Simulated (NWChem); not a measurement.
# InHF (SMILES [F][InH]): UHF/def2-TZVP (core potential, tol2e 1e-12)

What is the vertical ionisation energy of InHF at UHF/def2-TZVP (core potential, tol2e 1e-12)? 

The results are computed with NWChem 7.3.0.

4 further runs of the same task are left out: 3 that didn't finish, 1 set aside as unsound or not needed.

### Step 1. The structure to begin with

InHF: 3 atoms, total charge 0, spin state doublet. SMILES: `[F][InH]`. The coordinates come from a PBE0-D4/def2-TZVP relaxation.

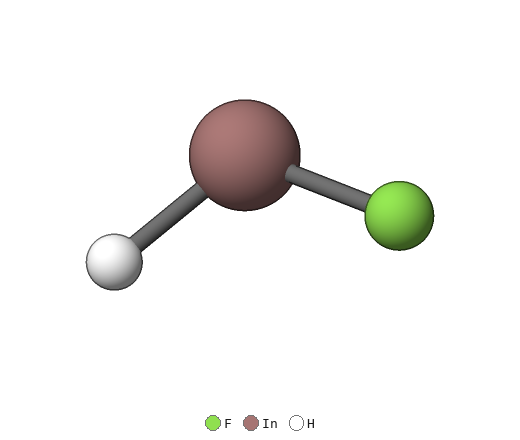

The structure, seen from a chosen angle (fluorine green, indium brown, hydrogen white).

### Step 2. A single-point energy at UHF/def2-TZVP (core potential, tol2e 1e-12)

Input file struct.xyz:

```xyz
3
FHIn hf
F      1.088400     0.989500     0.694300
In    -0.522500     0.355100    -0.244800
H     -0.576900    -1.409400    -0.462800
```

Input file struct.nw:

```
start struct
title "FHIn hf"
memory stack 880 mb heap 220 mb global 1100 mb

geometry units angstroms noautosym nocenter noautoz
load struct.xyz
end

basis "ao basis" spherical bse
* library def2-TZVP
end

ecp bse
In library def2-TZVP
end

scf
doublet
uhf
thresh 1e-08
maxiter 80
tol2e 1e-12
noprint "final vectors analysis"
end

task scf energy
```

On the command line:

```console
$ nwchem struct.nw > struct.out
```

Standard output:

```text
[...]
  functions       =    87
[...]
  wavefunction    = UHF
[...]
         Total SCF energy =   -289.279403163251
      One electron energy =   -592.428201528513
      Two electron energy =    244.606320450972
 Nuclear repulsion energy =     58.542477914291
                       Sz =      0.5000
                 Sz(Sz+1) =      0.7500
                      S^2 =      0.7708
[...]
```

Wall time 30 s (1 thread of AMD EPYC 7R43 (Zen 3), shared host); peak memory 0.098 GiB.

### Step 3. The singlet cation at the same level

Input file sp.xyz:

```xyz
3
FHIn
F      1.088400     0.989500     0.694300
In    -0.522500     0.355100    -0.244800
H     -0.576900    -1.409400    -0.462800
```

Input file sp.nw:

```
start sp
title "FHIn"
memory total 2200 mb
charge 1

geometry noautosym nocenter noautoz
load format xyz sp.xyz
end

basis spherical bse
* library def2-TZVP
end

ecp bse
In library def2-TZVP
end

scf
thresh 1e-08
maxiter 80
tol2e 1e-12
noprint "final vectors analysis"
end

task scf
```

On the command line:

```console
$ nwchem sp.nw > sp.out
```

Standard output:

```text
[...]
  functions       =    87
[...]
  wavefunction    = RHF
[...]
         Total SCF energy =   -288.967411208786
      One-electron energy =   -583.923697623508
      Two-electron energy =    236.413808500431
 Nuclear repulsion energy =     58.542477914291
        Time for solution =     18.2s
[...]
```

Run time: 20 s. Hardware: 1 thread of AMD EPYC 7R43 (Zen 3), shared host; peak memory 0.1 GiB.

### Step 4. Summary of results

Level: UHF/def2-TZVP (core potential, tol2e 1e-12).

| quantity | value |
| --- | --- |
| doublet InHF: total energy | -289.27940 Eh |
| doublet InHF: dipole moment | 3.28 D |
| doublet InHF: ⟨S²⟩ | 0.771 |
| singlet cation: total energy | -288.96741 Eh |
| vertical ionisation energy (to the singlet cation) | 8.490 eV |

What this shows: Removing an electron at fixed nuclei costs 8.49 eV (196 kcal/mol). Only the singlet of the ionised species was computed; a triplet could lie lower. Mulliken charges (singlet cation) run from -0.51 on F1 to +1.32 on In2.
